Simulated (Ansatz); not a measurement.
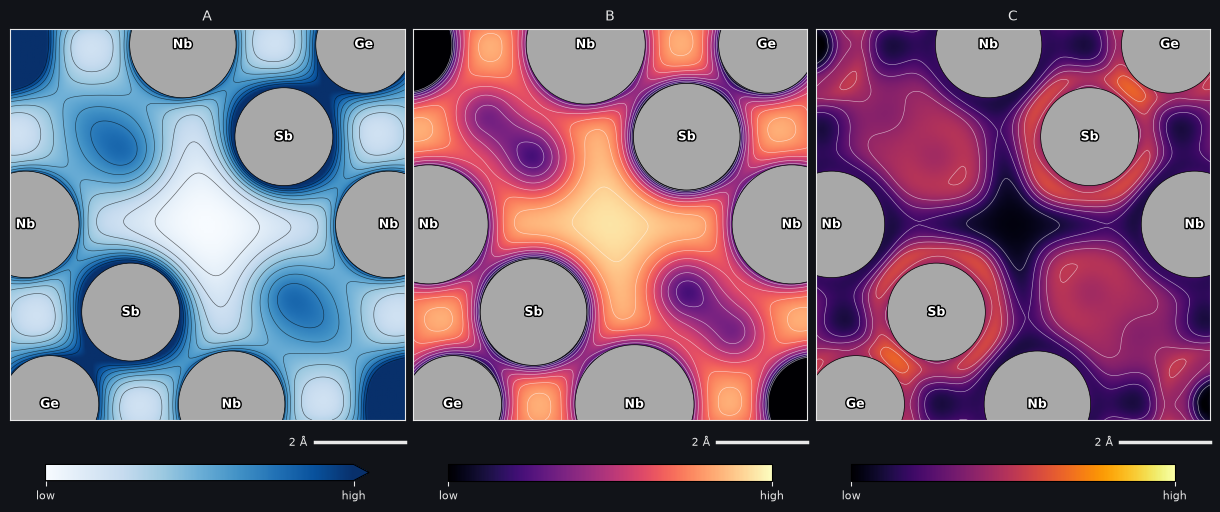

Nb₂GeSb₄: 3 fields on the (111) plane of the conventional cell, with unlabelled colour scales. Grey discs cover the atomic cores.

Space group P4/mmm; a structure from a database of computed crystals, not necessarily the ambient phase; started from the K2PdCl4-123 prototype, which need not be the ambient phase.

Theory: DFT, r2SCAN+rVV10, plane waves, PAW in Ansatz.

```cif
data_structure
_symmetry_space_group_name_H-M 'P 1'
_symmetry_Int_Tables_number 1
_cell_length_a 7.5036
_cell_length_b 7.5036
_cell_length_c 2.9567
_cell_angle_alpha 90.000
_cell_angle_beta 90.000
_cell_angle_gamma 90.000
_cell_volume 166.48
loop_
_atom_site_label
_atom_site_type_symbol
_atom_site_fract_x
_atom_site_fract_y
_atom_site_fract_z
_atom_site_occupancy
Nb1 Nb 0.50000 0.00000 0.50000 1
Nb2 Nb 0.00000 0.50000 0.50000 1
Ge1 Ge 0.00000 0.00000 0.00000 1
Sb1 Sb 0.25620 0.74380 0.00000 1
Sb2 Sb 0.25620 0.25620 0.00000 1
Sb3 Sb 0.74380 0.74380 0.00000 1
Sb4 Sb 0.74380 0.25620 0.00000 1
```

The panels show electron localisation function, electrostatic potential energy of an electron and valence pseudo-density in some order. Assign them.

Answer. Panel A: valence pseudo-density. Panel B: electrostatic potential energy of an electron (low next to the atoms, rising into the space between them). Panel C: electron localisation function. From the grid: Ge–Sb (2.72 Å): the density is about 0.38 e/Å³ at the midpoint; the ELF peaks at about 0.65 between the atoms. Nb–Sb (3.04 Å): ρ is about 0.25 e/Å³ halfway; the ELF is about 0.40 at the midpoint.
